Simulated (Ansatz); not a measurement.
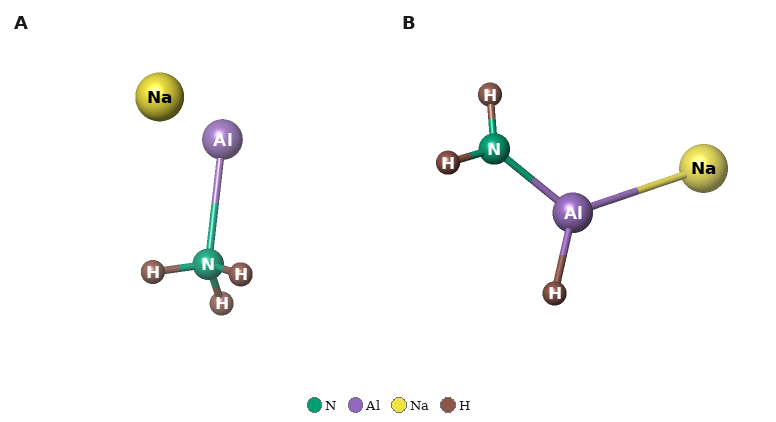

2 stationary structures of one formula. Geometries: PBE0-D4/def2-TZVP. Electronic energies: RHF-CCSD(T) (frozen core)/def2-TZVPP (Ansatz 0.2.0), without zero-point energy. No frequency run is at hand to confirm each as a minimum.

Which is lowest in energy, and by how much?

Answer. B is lowest (Cs); A lies 158.0 kJ/mol above it (Cs).

Give E(B) − E(A) in kJ/mol at these levels too: PBE0-D4/def2-TZVP; B3LYP-D4/def2-TZVPP; PBE-D4/def2-TZVPP; RHF-CCSD(T) (frozen core)/def2-TZVPP; r2SCAN-D4/def2-TZVPP; PBE0-D4/def2-TZVPP; ωB97M-V/def2-TZVPP.

```csv
level,E(B) − E(A) (kJ/mol)
PBE0-D4/def2-TZVP,−149.3
B3LYP-D4/def2-TZVPP,−145.9
PBE-D4/def2-TZVPP,−137.1
RHF-CCSD(T) (frozen core)/def2-TZVPP,−158.0
r2SCAN-D4/def2-TZVPP,−173.4
PBE0-D4/def2-TZVPP,−148.6
ωB97M-V/def2-TZVPP,−165.7
```
